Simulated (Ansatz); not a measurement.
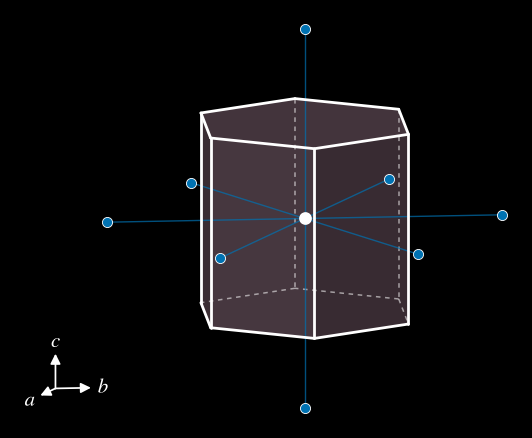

The Wigner–Seitz cell of the crystal's lattice, with lines to the lattice points that define its faces. Crystal: WC, the geometry relaxed at fixed volume with DFT PBE, scalar-relativistic, plane waves, PAW in Ansatz 0.2.0. All values are computed from the atomic coordinates in the standard setting (tolerance 0.002 Å).

a = 2.857 Å, b = 2.857 Å, c = 2.799 Å, α = 90.00°, β = 90.00°, γ = 120.00°; space group P-6m2 (No. 187).

### What is the cell's combinatorial type?

A hexagonal prism: 8 faces (6 with 4 edges, 2 with 6 edges), 18 edges, 12 vertices. Its volume is that of the primitive cell, 19.8 Å³.

### Which lattice vectors do the faces bisect?

```tsv
example	length (Å)	faces	edges of each	area (Å²)
c	2.80	2	6	7.1
a + b	2.86	6	4	4.6
```
